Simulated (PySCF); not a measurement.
```xyz
17

C    -1.3382   -0.7819    0.5617
C    -0.5926   -0.3291   -0.6822
S     0.4334   -1.6781   -1.3718
C     1.7054   -1.5415   -0.0911
S     1.8044    0.1826    0.5063
C     0.3701    0.8304   -0.4555
C    -0.2422    2.0176    0.2665
H    -0.6518   -0.9003    1.3975
H    -2.0969   -0.0516    0.8336
H    -1.8286   -1.7345    0.3741
H    -1.2966   -0.0735   -1.4784
H     2.6608   -1.8304   -0.5235
H     1.4600   -2.1899    0.7491
H     0.7733    1.1494   -1.4220
H    -1.1280    2.3593   -0.2654
H     0.4766    2.8319    0.3075
H    -0.5161    1.7515    1.2838
```

Geometry: GFN2-xTB.

All numbers below come from B3LYP/def2-SVPD, SCF density, gas phase in PySCF 2.14.0.

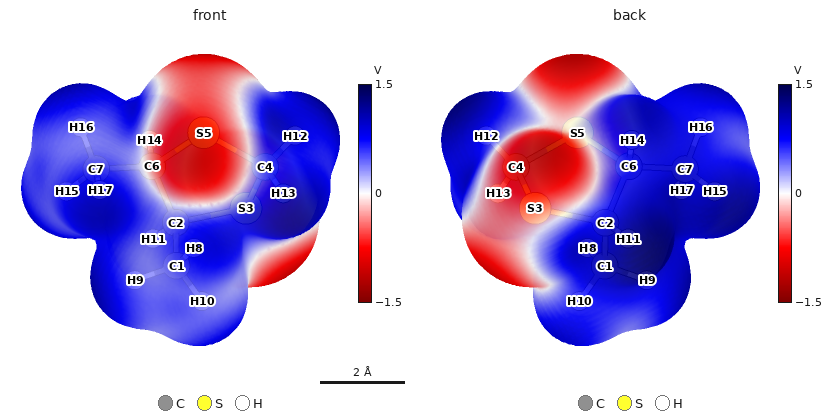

C5H10S2. The molecular electrostatic potential painted on the density surface at 0.004 e/bohr³, seen from the front and from behind; the colour scale runs from red (negative) to blue (positive).

### Which sites attract a positive test charge, and which a negative one?

A positive charge is drawn to the negative regions and a negative charge to the positive ones. The most negative region (about −1.1 V, or −25 kcal/mol for a unit charge) lies over S3 and S5, the most positive (about +1.4 V, or +32 kcal/mol for a unit charge) over H11.

### How polar is the molecule by this calculation?

Its dipole moment is 1.51 D.
